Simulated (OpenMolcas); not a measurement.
ZrCl4: single-point calculation (part 1 of 2)

The run: single-point calculation of ZrCl4. Method and program: MP2/def2-SVP, RHF (OpenMolcas 26.06).

A bond length was changed on purpose from its optimised value.

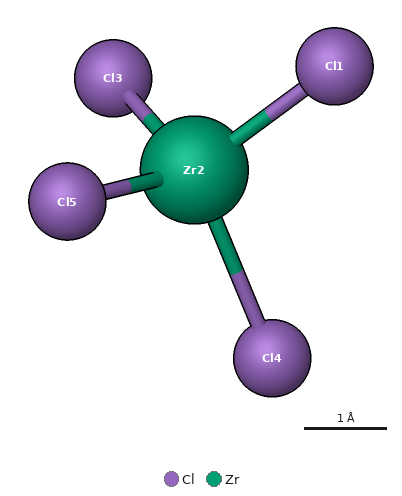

The structure (ball-and-stick view, seen at an oblique angle; atoms are numbered from 1 in the order of the input). Sticks mark near contacts. Bond lengths as drawn: Cl–Zr 2.32 to 2.66 Å.

Key numbers:

```tsv
quantity	value
outcome	converged
total energy	−1885.030488 hartree
SCF energy	−1884.267816 hartree
MP2 energy	−1885.030488 hartree
correlation energy	−0.762672 hartree
basis functions	103
HOMO of the SCF reference	−12.12 eV
LUMO of the SCF reference	0.36 eV
hardware	1 thread of Intel Xeon @ 2.50GHz (Skylake/Cascade Lake), 96 GiB of memory available, shared host
wall time	15 s
peak memory	0.58 GiB
```

The input:
```
* Cl4Zr MP2
>>> EXPORT MOLCAS_PRINT=2

&GATEWAY
  BasLib=$CurrDir
  Coord
  5
  angstrom
  Cl       0.202322      -0.166283       2.439708
  Zr       0.312312       0.064517       0.137878
  Cl       1.857692      -1.434703      -0.715362
  Cl      -2.081750      -0.430080      -0.919260
  Cl       0.958572       2.224627      -0.391372
  Basis=def2-SVP
  Group=NoSym

&SEWARD

&SCF
  Thresholds=1e-10 1e-07 1e-07 1e-05
  PrOrbitals=1 2

&MBPT2
  Frozen=20
```

Command:
```bash
export MOLCAS_MEM=1860
pymolcas test.input > test.log
```

Log:
```
--- Start Module: gateway ---

                                              &GATEWAY

                       available to each process: 1.9 GB of memory, 1 thread

 Basis Set     1 Label: CL.DEF2-SVP
 Basis set is read from library:.
 basistype.tbl is not found

 Basis Set     2 Label: ZR.DEF2-SVP
 Basis set is read from library:.
 basistype.tbl is not found

 Basis Set     3 Label: CL.DEF2-SVP
 Basis set is read from library:.
 basistype.tbl is not found

++    Symmetry information:
      ---------------------

                    Character Table for C1

                             E
                    a        1  x, y, xy, Rz, z, xz, Ry, yz, Rx, I
--

++    Basis set information:
      ----------------------

      Basis set label: CL.DEF2-SVP.........

      Electronic valence basis set:
      ------------------
      Associated Effective Charge  17.000000 au
      Associated Actual Charge     17.000000 au
      Nuclear Model: Point charge

      Shell  nPrim  nBasis  Cartesian Spherical Contaminant
         s      10       4        X
         p       7       3        X
         d       1       1                 X

      Basis set label: ZR.DEF2-SVP....ECP.....

      Electronic valence basis set:
      ------------------
      Associated Effective Charge  12.000000 au
      Associated Actual Charge     40.000000 au
      Nuclear Model: Point charge

      Shell  nPrim  nBasis  Cartesian Spherical Contaminant
         s       7       5        X
         p       6       3        X
         d       5       2                 X
         f       1       1                 X

      Pseudo Potential specification:
      =======================================

      Number of Core Electrons:  28

      Potential  nTerms
           H       2
         s-H       4
         p-H       4
         d-H       4

      Effective Core Potential specification:
      =======================================

      Basis set label: CL.DEF2-SVP.........

      Electronic valence basis set:
      ------------------
      Associated Effective Charge  17.000000 au
      Associated Actual Charge     17.000000 au
      Nuclear Model: Point charge

      Shell  nPrim  nBasis  Cartesian Spherical Contaminant
         s      10       4        X
         p       7       3        X
         d       1       1                 X
--

++    Molecular structure info:
      -------------------------

                    ************************************************
                    **** Cartesian Coordinates / bohr, angstrom ****
                    ************************************************

     Center  Label                x              y              z                     x              y              z
        1      CL1              0.382333      -0.314229       4.610380              0.202322      -0.166283       2.439708
        2      ZR2              0.590184       0.121919       0.260552              0.312312       0.064517       0.137878
        3      CL3              3.510529      -2.711196      -1.351838              1.857692      -1.434703      -0.715362
        4      CL4             -3.933937      -0.812733      -1.737150             -2.081750      -0.430080      -0.919260
        5      CL5              1.811439       4.203936      -0.739586              0.958572       2.224627      -0.391372

                    ***************************************
                    *    InterNuclear Distances / bohr    *
                    ***************************************

               1 CL1           2 ZR2           3 CL3           4 CL4           5 CL5
    1 CL1      0.000000
    2 ZR2      4.376578        0.000000
    3 CL3      7.146965        4.376615        0.000000
    4 CL4      7.692193        5.033097        7.692380        0.000000
    5 CL5      7.146908        4.376596        7.147084        7.692298        0.000000

                    *******************************************
                    *    InterNuclear Distances / angstrom    *
                    *******************************************

               1 CL1           2 ZR2           3 CL3           4 CL4           5 CL5
    1 CL1      0.000000
    2 ZR2      2.315985        0.000000
    3 CL3      3.782011        2.316005        0.000000
    4 CL4      4.070533        2.663400        4.070632        0.000000
    5 CL5      3.781981        2.315995        3.782074        4.070589        0.000000
--

            Nuclear Potential Energy            414.38654489 au

--- Stop Module: gateway /rc=_RC_ALL_IS_WELL_ ---

--- Start Module: seward ---

                                              &SEWARD

                       available to each process: 1.9 GB of memory, 1 thread

               SEWARD will generate:
                  Multipole Moment integrals up to order  2
                  Kinetic Energy integrals
                  Nuclear Attraction integrals (point charge)
                  One-Electron Hamiltonian integrals modified with ECP contributions
                  Velocity integrals
                  Pseudo Potential integrals
                  Orbital angular momentum around (  0.5003   0.1034   0.2209 )
                  Velocity quadrupole around (  0.5003   0.1034   0.2209 )
                  Two-Electron Repulsion integrals

                   Integrals are discarded if absolute value <: 1.00E-14
                   Integral cutoff threshold is set to       <: 1.00E-16

            Nuclear Potential Energy            414.38654489 au

      Basis set specifications :
      Symmetry species         a
      Basis functions          103

--- Stop Module: seward /rc=_RC_ALL_IS_WELL_ ---
--- Module seward spent 5 seconds ---

--- Start Module: scf ---

                                                &SCF

                       available to each process: 1.9 GB of memory, 1 thread

++    Input section:
      --------------

      Header of the integral files:

      Cartesian coordinates in angstrom:
      -----------------------------------------------------
      No.  Label        X            Y            Z
      -----------------------------------------------------
       1   CL1        0.20232200  -0.16628300   2.43970800
       2   ZR2        0.31231200   0.06451700   0.13787800
       3   CL3        1.85769200  -1.43470300  -0.71536200
       4   CL4       -2.08175000  -0.43008000  -0.91926000
       5   CL5        0.95857200   2.22462700  -0.39137200
      -----------------------------------------------------
      Nuclear repulsion energy =  414.38654489
--

++    Orbital specifications:
      -----------------------

      Symmetry species               1
                                     a
      Frozen orbitals                0
      Occupied orbitals             40
      Secondary orbitals            63
      Deleted orbitals               0
      Total number of orbitals     103
      Number of basis functions    103
--

      Molecular charge                           0.000

++    Optimization specifications:
      ----------------------------

      SCF Algorithm: Conventional
      Minimized density differences are used
      Number of density matrices in core                 5
      Maximum number of NDDO SCF iterations            400
      Maximum number of HF SCF iterations              400
      Threshold for SCF energy change             1.00E-10
      Threshold for density matrix                1.00E-07
      Threshold for Fock matrix                   1.00E-07
      Threshold for linear dependence             1.00E-09
      Threshold at which DIIS is turned on        1.50E-01
      Maximum depth in the DIIS procedure                5
      Maximum depth in the BFGS Hessian update          30
      Threshold at which QNR/C2DIIS is turned on  7.50E-02
      Threshold for Norm(delta) (QNR/C2DIIS)      1.00E-05
      All orbitals punched on: SCFORB
--

      Input vectors read from INPORB
      Orbital file label: *Guess orbitals

++ Convergence information
                                   SCF        iterations: Energy and convergence statistics

Iter     Tot. SCF        One-elec.       Two-elec.     Energy      Max Dij or  Max Fij      DNorm      TNorm      AccCon     Time
         Energy          Energy          Energy        Change      Delta Norm                                                in Sec.

 The total and one-electron energies are shifted by a value of      1000. a.u.

   1  -878.747481823 -2438.893902613  1145.759875901   0.00E+00    4.93E-01*   7.99E+00*    1.48E+01   2.70E+02   None         0.
   2  -884.142289879 -2444.805025428  1146.276190660  -5.39E+00*   2.49E-01*   2.07E-01*    3.42E+00   2.71E+02   EDIIS        0.
   3  -884.201255455 -2444.986700426  1146.398900082  -5.90E-02*   3.67E-02*   2.94E-02*    1.37E+00   2.71E+02   EDIIS        0.
   4  -884.264511481 -2444.265525725  1145.614469355  -6.33E-02*   2.05E-02*   1.00E-02*    3.51E-01   2.71E+02   c2DIIS       0.
   5  -884.267651583 -2444.440699468  1145.786502996  -3.14E-03*   8.90E-03*   1.93E-03*    5.17E-02   2.71E+02   QNRc2DIIS    0.
   6  -884.267767078 -2444.392787510  1145.738475543  -1.15E-04*   5.65E-03*   1.75E-03*    1.65E-02   2.71E+02   QNRc2DIIS    0.
   7  -884.267813356 -2444.404052442  1145.749694197  -4.63E-05*   1.47E-03*   2.50E-04*    3.62E-03   2.71E+02   QNRc2DIIS    0.
   8  -884.267815640 -2444.411406476  1145.757045947  -2.28E-06*   5.90E-04*   8.70E-05*    1.35E-03   2.71E+02   QNRc2DIIS    0.
   9  -884.267815919 -2444.411584004  1145.757223196  -2.79E-07*   1.19E-04*   3.49E-05*    7.31E-04   2.71E+02   QNRc2DIIS    0.
  10  -884.267815940 -2444.411639668  1145.757278839  -2.08E-08*   2.41E-05*   3.84E-06*    1.83E-04   2.71E+02   QNRc2DIIS    0.
  11  -884.267815941 -2444.411760838  1145.757400008  -6.27E-10*   1.72E-05*   6.58E-07*    4.93E-05   2.71E+02   QNRc2DIIS    0.
  12  -884.267815941 -2444.411743633  1145.757382804   1.36E-10*   1.49E-05*   2.03E-06*    1.99E-04   2.71E+02   QNRc2DIIS    0.
  13  -884.267815941 -2444.411692078  1145.757331248  -1.59E-10*   1.72E-06    2.34E-07*    1.54E-03   2.71E+02   QNRc2DIIS    0.
  14  -884.267815941 -2444.411694898  1145.757334069  -9.09E-13    9.32E-08    2.64E-08     4.78E-02   2.71E+02   QNRc2DIIS    0.

       Convergence after  14 Iterations
--

 *****************************************************************************************************************************
 *                                             SCF/KS-DFT Program, Final results                                             *
 *                                                       Final Results                                                       *
 *****************************************************************************************************************************

::    Total SCF energy                              -1884.2678159407
      One-electron energy                           -3444.4116948982
      Two-electron energy                            1145.7573340686
      Nuclear repulsion energy                        414.3865448890
      Kinetic energy (interpolated)                  1852.2546162939
      Virial theorem                                    1.0172833688
      Total spin, S(S+1)                                0.0000000000
      Total spin, S                                     0.0000000000
      Max non-diagonal density matrix element           0.0000001039
      Max non-diagonal Fock matrix element              0.0000000072

      All orbitals with orbital energies smaller than  E(LUMO)+0.5 are printed

++    Molecular orbitals:
      -------------------

      Title: SCF orbitals

      Molecular orbitals for symmetry species 1: a

      Basis set list:
        1 CL1    1s                 22 ZR2    1s                 43 ZR2    4f3-               64 CL3    3d1-               85 CL4    3d2+
        2 CL1    1s                 23 ZR2    1s                 44 ZR2    4f2-               65 CL3    3d0                86 CL5    1s
        3 CL1    1s                 24 ZR2    2px                45 ZR2    4f1-               66 CL3    3d1+               87 CL5    1s
        4 CL1    1s                 25 ZR2    2px                46 ZR2    4f0                67 CL3    3d2+               88 CL5    1s
        5 CL1    2px                26 ZR2    2px                47 ZR2    4f1+               68 CL4    1s                 89 CL5    1s
        6 CL1    2px                27 ZR2    2py                48 ZR2    4f2+               69 CL4    1s                 90 CL5    2px
        7 CL1    2px                28 ZR2    2py                49 ZR2    4f3+               70 CL4    1s                 91 CL5    2px
        8 CL1    2py                29 ZR2    2py                50 CL3    1s                 71 CL4    1s                 92 CL5    2px
        9 CL1    2py                30 ZR2    2pz                51 CL3    1s                 72 CL4    2px                93 CL5    2py
       10 CL1    2py                31 ZR2    2pz                52 CL3    1s                 73 CL4    2px                94 CL5    2py
       11 CL1    2pz                32 ZR2    2pz                53 CL3    1s                 74 CL4    2px                95 CL5    2py
       12 CL1    2pz                33 ZR2    3d2-               54 CL3    2px                75 CL4    2py                96 CL5    2pz
       13 CL1    2pz                34 ZR2    3d2-               55 CL3    2px                76 CL4    2py                97 CL5    2pz
       14 CL1    3d2-               35 ZR2    3d1-               56 CL3    2px                77 CL4    2py                98 CL5    2pz
       15 CL1    3d1-               36 ZR2    3d1-               57 CL3    2py                78 CL4    2pz                99 CL5    3d2-
       16 CL1    3d0                37 ZR2    3d0                58 CL3    2py                79 CL4    2pz               100 CL5    3d1-
       17 CL1    3d1+               38 ZR2    3d0                59 CL3    2py                80 CL4    2pz               101 CL5    3d0
       18 CL1    3d2+               39 ZR2    3d1+               60 CL3    2pz                81 CL4    3d2-              102 CL5    3d1+
       19 ZR2    1s                 40 ZR2    3d1+               61 CL3    2pz                82 CL4    3d1-              103 CL5    3d2+
       20 ZR2    1s                 41 ZR2    3d2+               62 CL3    2pz                83 CL4    3d0
       21 ZR2    1s                 42 ZR2    3d2+               63 CL3    3d2-               84 CL4    3d1+

  Index Energy  Occupation Coefficients ...
```
